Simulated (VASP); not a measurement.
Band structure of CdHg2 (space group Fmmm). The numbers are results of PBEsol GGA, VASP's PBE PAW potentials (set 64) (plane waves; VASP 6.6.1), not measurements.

Unless said otherwise, spin-orbit coupling is left out, though it shifts the bands of the heavy elements here.

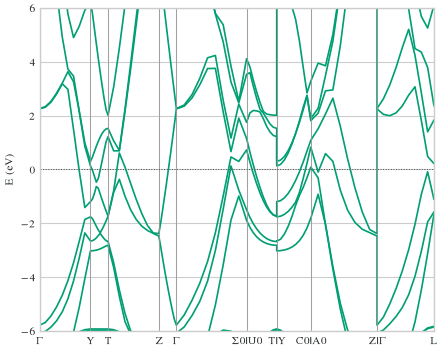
Figure. Bands along high-symmetry lines, zero at the valence-band maximum or, without a gap, the Fermi level

Task: Read the plot: is there a gap, and where are the band edges?

Result: It has no gap at this level: it comes out as a metal or semimetal. (Edges off the drawn lines would not show.)

The structure comes from a computed database's CdHg2 entry (Fmmm); how it stands against other phases isn't given here. It was relaxed first, which changed the volume by -18 %.
